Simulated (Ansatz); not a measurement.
Take SrTiO3 in the cubic perovskite structure (space group Pm-3m, No. 221; a = 3.8542 Å) as the base. Axes: x, y, z lie along the cube axes.

The change: biaxial strain +2.00 %, plane normal [111], relaxed out of plane (Cartesian); in-plane vectors clamped, the third vector and the atoms free.

Calculations: plane-wave PAW DFT at the LDA level (Ansatz, a quantum-chemistry and plane-wave program, 420 eV), spin-orbit coupling left out.

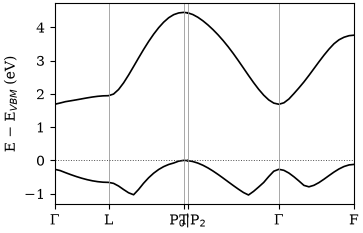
Fig. 1. Highest valence and lowest conduction band along the path of the changed cell's own zone

Problem. Read the changed gap and its character from the plot.

Solution. About 1.7 eV, indirect, T → Γ.

No phonon test of stability was made. All final runs are without spin polarisation. Many cubic perovskites are stable only at high temperature; tilts and polar distortions were not tested. k-point labels follow each cell's own Brillouin zone.
